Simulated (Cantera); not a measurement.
Feed: 1 mol CuF2, a varied amount of H2, equilibrated at 1550 °C and 14000 Pa.

Method: chemical equilibrium by Gibbs-energy minimisation in Cantera with the NASA 1993 tables (ideal gas, pure condensed phases). Candidate condensed phases: Cu, CuF2; 15 gas species. Rates play no part.

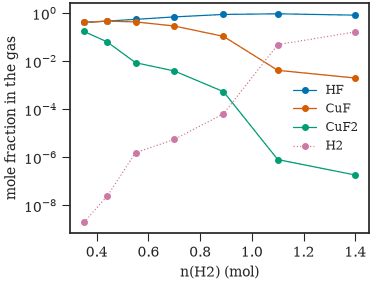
Fig. 1. Equilibrium gas composition (values under 1e-9 drawn at 1e-9)

From 0.35 mol H2 to 0.44 mol H2 nothing is condensed. From 0.55 mol H2 to 1.4 mol H2 the condensed part is Cu(l). The main Cu-bearing gas is CuF at 0.35 mol H2 and Cu at 1.4 mol H2.
